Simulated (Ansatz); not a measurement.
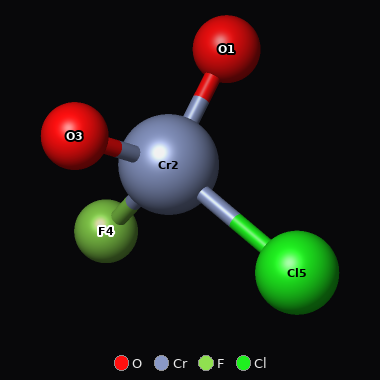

The system is ClCrFO2, SMILES [O]=[Cr](=[O])([F])[Cl]; the picture shows the reference structure. First axis: bond length Cr2–F4. Second axis: angle Cl5–Cr2–F4. Nothing is relaxed (all other coordinates rigid). The scan uses a 13 × 13 grid. Points are written as (first, second). All energies are given in eV relative to the relaxed molecule at the same level. Theory: RKS PBE-D4/def2-SVP in Ansatz 0.2.0.

Its coordinates:

```xyz
5

O    -0.3403   -0.4664    1.4870
Cr    0.0168   -0.1176    0.0124
O     1.4196   -0.7101   -0.3109
F    -1.1493   -0.7820   -1.0389
Cl    0.1030    2.0025   -0.1910
```

Range: bond length Cr2–F4 from 1.500 to 2.131 Å; angle Cl5–Cr2–F4 from 65.9 to 155.9°.

### Predict the map.

The lowest grid point is at (1.710 Å, 110.9°), 0.0004 eV from the relaxed molecule at the same level. No other kind of well shows on this grid. The highest grid point, (1.500 Å, 65.9°), lies 3.92 eV above the lowest. Round the minimum the two coordinates are nearly uncoupled.

| angle Cl5–Cr2–F4 ↓, bond length Cr2–F4 → | 1.500 | 1.553 | 1.605 | 1.658 | 1.710 | 1.763 | 1.816 | 1.868 | 1.921 | 1.973 | 2.026 | 2.078 | 2.131 |
| --- | --- | --- | --- | --- | --- | --- | --- | --- | --- | --- | --- | --- | --- |
| 155.9 | 2.86 | 2.33 | 2.00 | 1.82 | 1.76 | 1.78 | 1.87 | 1.99 | 2.15 | 2.33 | 2.52 | 2.72 | 2.93 |
| 148.4 | 2.25 | 1.73 | 1.42 | 1.25 | 1.19 | 1.22 | 1.31 | 1.44 | 1.60 | 1.78 | 1.98 | 2.18 | 2.39 |
| 140.9 | 1.77 | 1.26 | 0.96 | 0.79 | 0.74 | 0.77 | 0.87 | 1.00 | 1.17 | 1.35 | 1.55 | 1.75 | 1.97 |
| 133.4 | 1.41 | 0.91 | 0.61 | 0.45 | 0.41 | 0.44 | 0.54 | 0.68 | 0.84 | 1.03 | 1.23 | 1.44 | 1.65 |
| 125.9 | 1.16 | 0.67 | 0.37 | 0.22 | 0.18 | 0.22 | 0.32 | 0.46 | 0.63 | 0.81 | 1.02 | 1.23 | 1.44 |
| 118.4 | 1.01 | 0.52 | 0.23 | 0.08 | 0.04 | 0.09 | 0.19 | 0.33 | 0.50 | 0.69 | 0.90 | 1.10 | 1.32 |
| 110.9 | 0.95 | 0.47 | 0.18 | 0.04 | 0.00 | 0.04 | 0.15 | 0.29 | 0.46 | 0.65 | 0.86 | 1.06 | 1.28 |
| 103.4 | 0.99 | 0.51 | 0.22 | 0.08 | 0.05 | 0.09 | 0.19 | 0.33 | 0.50 | 0.69 | 0.90 | 1.10 | 1.32 |
| 95.9 | 1.14 | 0.66 | 0.37 | 0.22 | 0.19 | 0.23 | 0.33 | 0.46 | 0.63 | 0.82 | 1.02 | 1.22 | 1.43 |
| 88.4 | 1.42 | 0.94 | 0.65 | 0.49 | 0.45 | 0.48 | 0.57 | 0.69 | 0.85 | 1.03 | 1.22 | 1.41 | 1.62 |
| 80.9 | 1.91 | 1.41 | 1.10 | 0.93 | 0.87 | 0.88 | 0.95 | 1.06 | 1.20 | 1.35 | 1.53 | 1.71 | 1.90 |
| 73.4 | 2.69 | 2.17 | 1.84 | 1.64 | 1.54 | 1.52 | 1.55 | 1.62 | 1.73 | 1.85 | 1.99 | 2.14 | 2.30 |
| 65.9 | 3.92 | 3.40 | 3.05 | 2.80 | 2.65 | 2.56 | 2.52 | 2.51 | 2.54 | 2.58 | 2.64 | 2.71 | 2.79 |

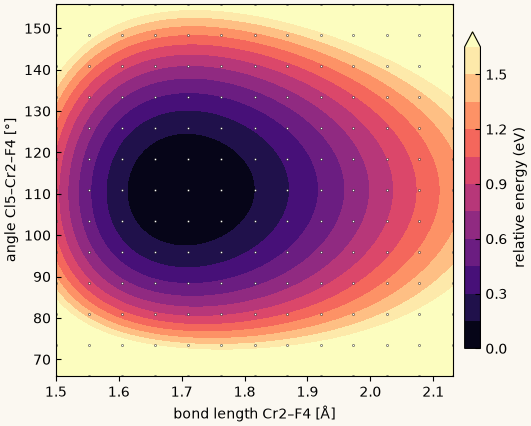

In the figure: filled contours, dots at the grid points, one colour for all values above the top of the scale. Between grid points the surface is interpolated.

Time for the 169 points that were run: 13 min on 1 thread of Arm Neoverse V2 (shared host).
